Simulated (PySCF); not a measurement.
Bond curves of ZnCl, doublet (excess alpha electrons: σ +1), def2-TZVPP (non-relativistic), PySCF 2.14.0: dipole moment, positive if the first atom is negative. One reference determinant with the occupation held, the lowest that a PBE0 search over spins and occupations found; no spin-orbit coupling. Straight lines join the computed points. References: UKS for B3LYP and wB97M-V; UHF for HF.

Methods: B3LYP, HF and wB97M-V.

**Order the curves at 2.73 Å, where they differ most.**

HF −6.29, wB97M-V −5.00, B3LYP −4.55 D, from lowest to highest.

**What values does the calculation give?**

In D:
| bond length (Å) | B3LYP | HF | wB97M-V |
| --- | --- | --- | --- |
| 1.86 | −1.32 | −1.51 | −1.31 |
| 1.95 | −1.70 | −1.95 | −1.70 |
| 2.04 | −2.09 | −2.41 | −2.11 |
| 2.10 | −2.39 | −2.77 | −2.43 |
| 2.17 | −2.69 | −3.14 | −2.75 |
| 2.23 | −2.98 | −3.52 | −3.07 |
| 2.32 | −3.35 | −4.02 | −3.49 |
| 2.43 | −3.77 | −4.66 | −3.98 |
| 2.56 | −4.18 | −5.40 | −4.50 |
| 2.73 | −4.55 | −6.29 | −5.00 |

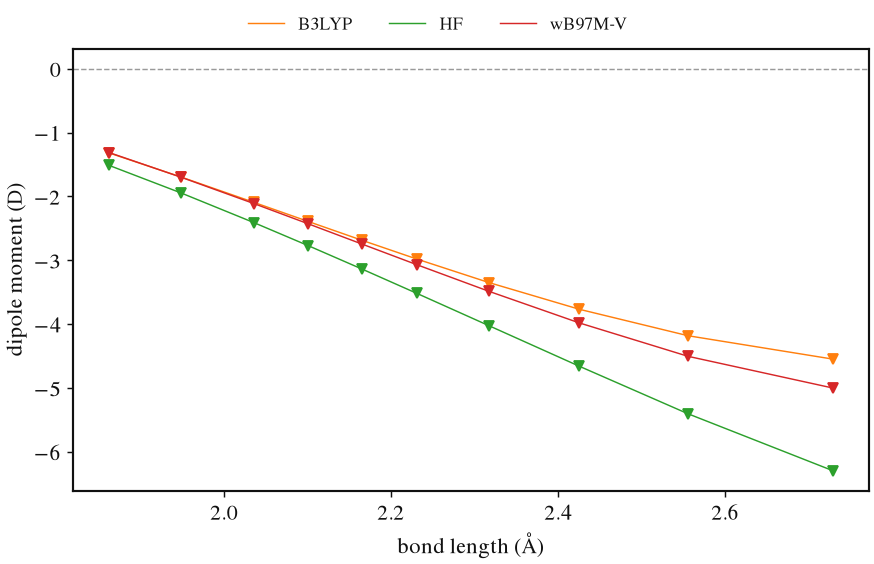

Limits of at least one run: lowest determinant of a PBE0 search, another state may lie lower.
